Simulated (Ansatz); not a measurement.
These are PBE (plane waves to 420 eV, PAW; Ansatz, a quantum-chemistry and plane-wave program) values and carry that method's errors.

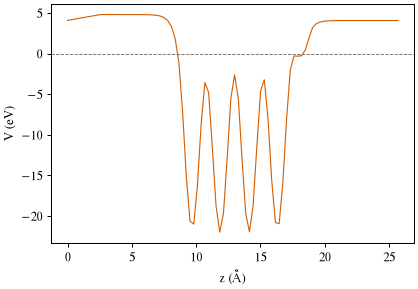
*Planar average of the electrostatic potential across the slab, in eV from the Fermi level, for Cu on the 1x1 (110) surface of bcc W, one in a 2x2 cell, started at the site 'hollow W-W-W'*

Model: 17-atom slab, 6.6 Å thick at the start under the adsorbate (thin: gaps and levels are the slab's own), 6x6x1 mesh, Fermi-Dirac 0.1 eV, dipole correction, 8 atoms held, the rest relaxed; symmetry of the start imposed; no spin, no spin-orbit, no U, no dispersion correction. At the end it is bonded to 4 W. In PBE it is, or lies within 0.03 eV of, the lowest of the starts that converged.

The vacuum level lies 4.07 eV above the Fermi level over the top face and 4.80 eV above it under the bottom face.
